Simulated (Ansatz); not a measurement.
# GaH₃O₂ + H₂O: a complex and its separated parts

Aim: how far the complex at one end of a reaction step lies below its separated, relaxed parts, level by level.

Method: PBE0-D4/def2-TZVP structures, single points in def2-TZVPP, no counterpoise correction; program: Ansatz 0.2.0, Gaussian basis.

Levels: SPW92, PBE-D4, BLYP-D4, r2SCAN-D4, B97M-V, PBE0-D4, B3LYP-D4, r2SCAN0-D4, BHLYP-D4, CAM-B3LYP-D4, wB97X-V, wB97M-V, B2PLYP, PBE-QIDH, RPA on PBE, Hartree-Fock, MP2, CCSD, CCSD(T).

Correlated methods freeze the cores. Filled d shells of the heavier atoms are correlated. B3LYP uses VWN-RPA correlation. B2PLYP carries no dispersion term here.

94 further runs of the same task are left out: 94 set aside as unsound or not needed.

### Step 1. The starting structure

The complex: 9 atoms, charge 0, spin multiplicity 1.

Atoms are counted from 1 here; the program's logs count them from 0.

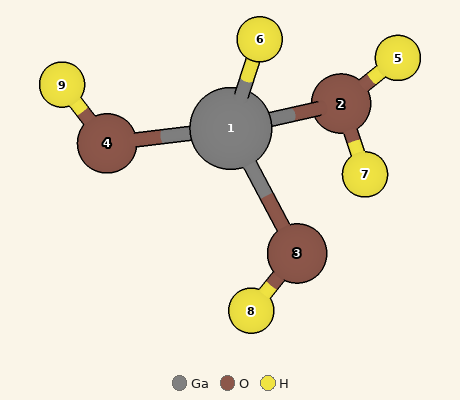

The starting geometry (gallium grey, oxygen brown, hydrogen yellow); atoms are numbered from 1 in the order of the file.

As a file:

```csv
atom,x (Å),y (Å),z (Å)
Ga1,-0.40295,-0.07400,0.54078
O2,0.38430,1.06950,-1.11060
O3,1.36647,-0.48455,0.72954
O4,-1.26801,-1.46627,-0.19217
H5,0.41534,2.02260,-0.98071
H6,-1.07365,1.04135,1.39685
H7,1.26377,0.71531,-0.87347
H8,1.53798,-1.42561,0.65835
H9,-2.22325,-1.39842,-0.16867
```

Its parts: GaH₃O₂ holds atoms 1, 3, 4, 6, 8, 9; H₂O holds atoms 2, 5, 7. Each part counts its atoms afresh in its own runs.

### Step 2. Relaxing GaH₃O₂ alone

relax-a/in.yaml reads:

```yaml
crystal:
  periodic: [false, false, false]
  atoms:
    - {symbol: Ga, position_ang: [-0.402952, -0.073999, 0.540784]}
    - {symbol: O, position_ang: [1.366469, -0.484551, 0.729536]}
    - {symbol: O, position_ang: [-1.268011, -1.466269, -0.192174]}
    - {symbol: H, position_ang: [-1.073646, 1.041349, 1.396848]}
    - {symbol: H, position_ang: [1.537981, -1.425614, 0.658354]}
    - {symbol: H, position_ang: [-2.223255, -1.398419, -0.168669]}
basis:
  gaussian: {orbitals: def2-TZVP}
hamiltonian: {xc: pbe0, dispersion: d4}
relax: {f_tol: 0.005, max_steps: 200}
```

The run is started by

```bash
ansatz run in.yaml --threads 4 --pin off --events-out ev --progress --plain --max-ram 9574MiB
```

After this run come: Relaxing H₂O alone; SPW92/def2-TZVPP; PBE-D4/def2-TZVPP; BLYP-D4/def2-TZVPP; r2SCAN-D4/def2-TZVPP; B97M-V/def2-TZVPP; PBE0-D4/def2-TZVPP; B3LYP-D4/def2-TZVPP; r2SCAN0-D4/def2-TZVPP; BHLYP-D4/def2-TZVPP; CAM-B3LYP-D4/def2-TZVPP; wB97X-V/def2-TZVPP; wB97M-V/def2-TZVPP; B2PLYP/def2-TZVPP; PBE-QIDH/def2-TZVPP; RPA on PBE/def2-TZVPP; CCSD(T)/def2-TZVPP; Vibrations of GaH₃O₂; Vibrations of H₂O.

Q: Predict the outcome of this session. Wanted: complex less parts, CCSD(T)/def2-TZVPP; with zero-point energy; largest T1 diagnostic.

As calculated:

| quantity | value |
| --- | --- |
| complex less parts, CCSD(T)/def2-TZVPP | -15.5 kcal/mol |
| with zero-point energy | -13.1 kcal/mol |
| largest T1 diagnostic | 0.015 |

**Reading.** At CCSD(T) the complex lies 15.5 kcal/mol below its parts. Among the functionals CAM-B3LYP-D4 lands nearest to CCSD(T) (-0.1 kcal/mol) and SPW92 farthest (-5.7 kcal/mol). BHLYP-D4, wB97X-V, PBE-QIDH are as near within the digits shown. By rung, the mean size of the error is: LDA 5.7, GGA 1.8, meta-GGA 0.5, hybrid 0.7, range-separated hybrid 0.1, double hybrid 1.0 kcal/mol. PBE-D4 gives a relative energy 1.0 kcal/mol too high, inside chemical accuracy (1 kcal/mol). No counterpoise was applied, and triple zeta lacks some correlation, so the CCSD(T) reference has a basis error of its own, and close matches with it are partly luck.
